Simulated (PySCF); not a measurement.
SMILES [SiH2](C(=O)C)C(C)=O (C₄H₈O₂Si) at its GFN2-xTB optimised geometry (Å):

```
15

C      1.5848    -1.8985    -1.6081
C      1.9619    -0.4462    -1.6066
O      2.4569     0.1105    -2.5603
Si     1.5421     0.5324     0.0000
C     -0.3902     0.5324     0.0000
C     -1.1009     1.8551     0.0000
O     -0.9793    -0.5252    -0.0218
H      0.5391    -1.9896    -1.3158
H      1.7457    -2.3469    -2.5861
H      2.1809    -2.4201    -0.8611
H      2.0578     1.8958    -0.0599
H      1.9849    -0.2280     1.1671
H     -0.7978     2.4201     0.8791
H     -2.1809     1.7236    -0.0047
H     -0.7923     2.4181    -0.8789
```

Computed with PBE0/def2-TZVP (PySCF 2.14.0).

Map of the electrostatic potential (hartree/e), clipped to [-0.08, 0.12] on the plane z = 1.5 Å:

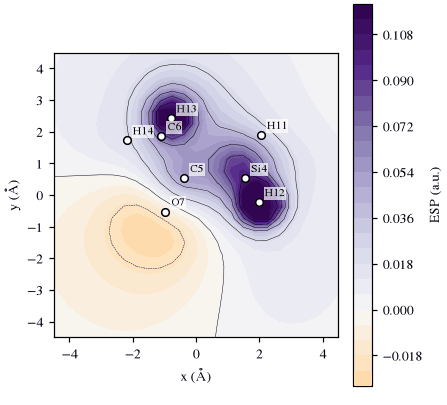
*Electrostatic potential (hartree/e), clipped to [-0.08, 0.12] on the plane z = 1.5 Å.*
